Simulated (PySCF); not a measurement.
**BBrGeH3O, doublet, SMILES `[GeH3][O][B]Br`: what the electrons do**

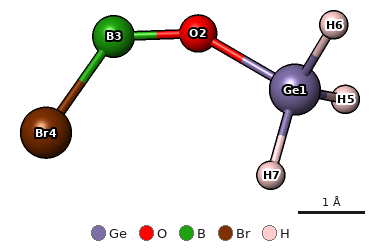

The molecule, with its atoms numbered as below. No frequency check shows the geometry to be a minimum.

Cartesian coordinates (Å):

```
Ge1      1.8970   -0.2039    0.0000
O2       0.5975    1.0369    0.0000
B3      -0.6830    1.2386    0.0001
Br4     -1.9617   -0.1897   -0.0000
H5       2.6439    0.1293   -1.2524
H6       2.6444    0.1298    1.2513
H7       1.3009   -1.5836    0.0006
```

## 1. Bonding charge

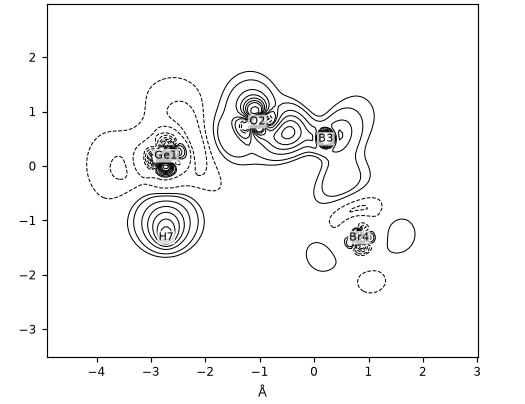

Deformation density (molecule less spherical, spin-averaged free atoms) in the plane of Ge1, O2, B3, Br4 and H7; contours at ±0.05 to ±0.8 e/Å³; solid lines: gain, dashed lines: loss.

Method: TPSS/def2-SVPD; geometry: GFN2-xTB; program: PySCF. The stability of the open-shell solution wasn't checked. GFN2-xTB doesn't know the spin state, so this open-shell geometry is rough.

Q: How much density has each bond in this plane gained at its critical point, relative to the free atoms?

A: O2–B3: +0.38 e/Å³ at the bond critical point (bond length 1.30 Å). Ge1–H7: +0.26 e/Å³ at the bond critical point (bond length 1.50 Å). B3–Br4: +0.16 e/Å³ at the bond critical point (bond length 1.92 Å). Ge1–O2: −0.02 e/Å³ at the bond critical point (bond length 1.80 Å); up to 0.6 Å beside the axis the gain reaches +0.16 e/Å³. In all, 1.6 electrons gather in the regions of gain relative to the promolecule. A small or negative value marks a very polar bond, one between electron-rich atoms, whose free-atom densities already overlap strongly, a long bond to a heavier atom, or a closed-shell contact such as a hydrogen bond.

Q: Where do the Hirshfeld charges lie?

A: The highest Hirshfeld charge is on Ge1 (+0.43 e), the lowest on O2 (−0.25 e).

## 2. Bond critical points

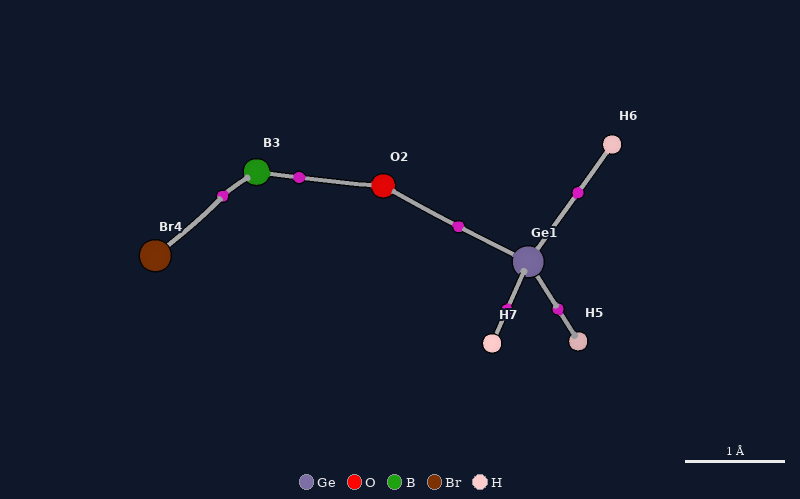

Molecular graph of the electron density (QTAIM): bond paths, bond critical points (magenta), ring points (cyan, if any); weak paths are dashed.

Q: How many critical points of each kind are there, and does the count close?

A: 7 nuclei, 6 bond, 0 ring and 0 cage critical points: 7 − 6 + 0 − 0 = 1, as the Poincaré–Hopf relation requires.

Q: What does the calculation give at each kind of bond critical point?

A:
| bond | length (Å) | ρ (a.u.) | ∇²ρ (a.u.) | ε | H (a.u.) |
| --- | --- | --- | --- | --- | --- |
| O2–B3 | 1.296 | 0.230 | +1.48 | 0.03 | −0.150 |
| Ge1–H6 (2 alike) | 1.495 | 0.145 | +0.07 | 0.03 | −0.090 |
| Ge1–H7 | 1.503 | 0.143 | +0.05 | 0.02 | −0.089 |
| B3–Br4 | 1.917 | 0.126 | −0.17 | 0.18 | −0.117 |
| Ge1–O2 | 1.797 | 0.124 | +0.63 | 0.00 | −0.031 |

Q: What kind of interaction is O2–B3?

A: Polar or intermediate (positive Laplacian, negative energy density H): ρ = 0.230, ∇²ρ = +1.48, H = −0.150 a.u.

## 3. Local ionisation energy

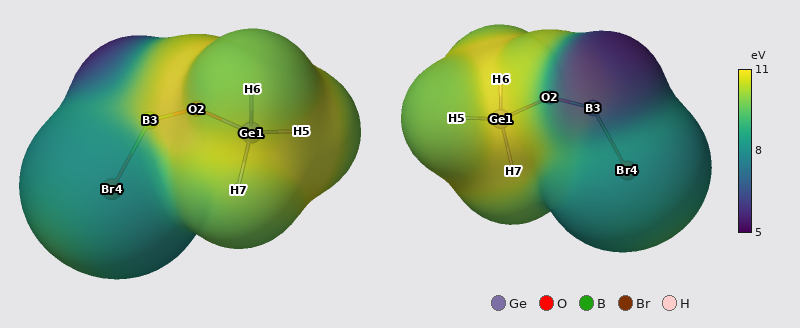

Average local ionisation energy on the surface of electron density 0.001 a.u. (back view left, front view right).

Q: Where are the most loosely bound electrons on this surface?

A: The lowest value is 5.4 eV, 2.2 Å from B3. Further minima include 7.9 eV, 2.3 Å from Br4; 8.0 eV, 2.3 Å from Br4; 9.7 eV, 1.5 Å from H7. For comparison, the highest occupied orbital lies at −4.7 eV.

## 4. Spin density

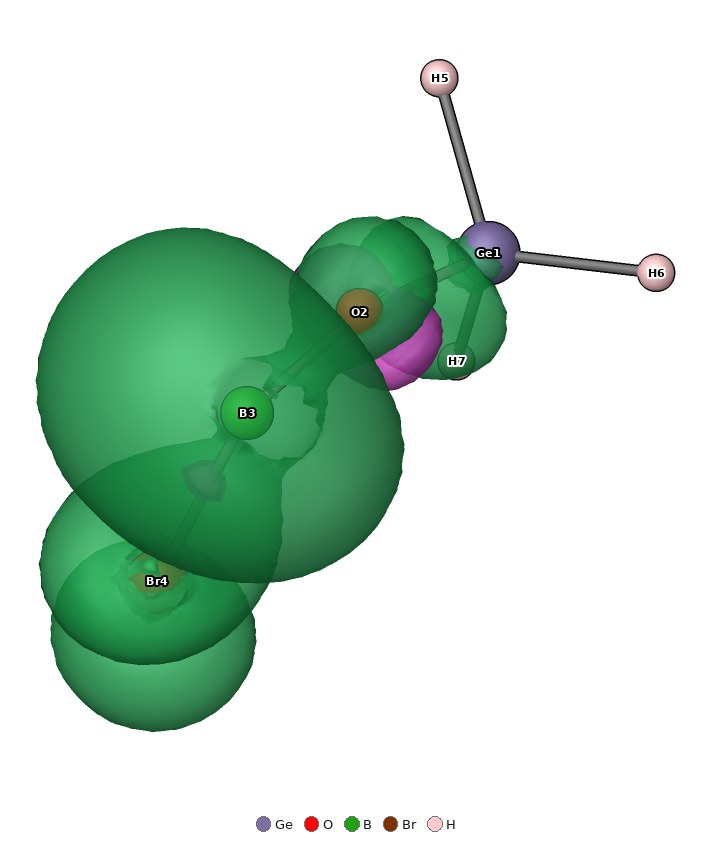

Spin density ρα − ρβ at ±0.01 e/Å³ (green: excess α, purple: excess β).

Q: Give the atomic spin populations that go with this picture.

A: Hirshfeld spin populations: B3 +0.73, Br4 +0.16 and O2 +0.06. ⟨S²⟩ = 0.75, as for a pure state. The picture also shows regions of β spin from spin polarisation; the Hirshfeld sums, whose atoms overlap, net them against the α spin of neighbours.

## 5. In an electric field

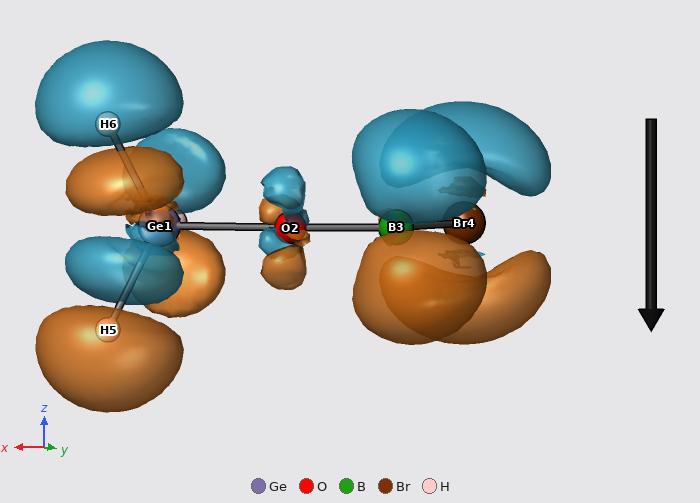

Change of the electron density in a uniform field of 0.21 V/Å along −z (arrow), surfaces at ±0.0015 e/Å³ (light blue: gain, orange: loss).

Level of theory: ωB97X/def2-SVP (PySCF), at a geometry from GFN2-xTB. A basis without diffuse functions makes polarisabilities too small. The stability of the open-shell solution wasn't checked. GFN2-xTB doesn't know the spin state, so this open-shell geometry is rough.

Q: How large is the response?

A: The induced dipole is 0.47 D (along the field); α along this axis, from the fields in both directions, is 46 bohr³ (6.8 Å³).

Q: Which atoms gain and lose the most charge?

A: Electrons gather most on H6 (Hirshfeld charge changes by −0.009 e) and leave H5 most (+0.009 e); 0.049 electrons are displaced in all.
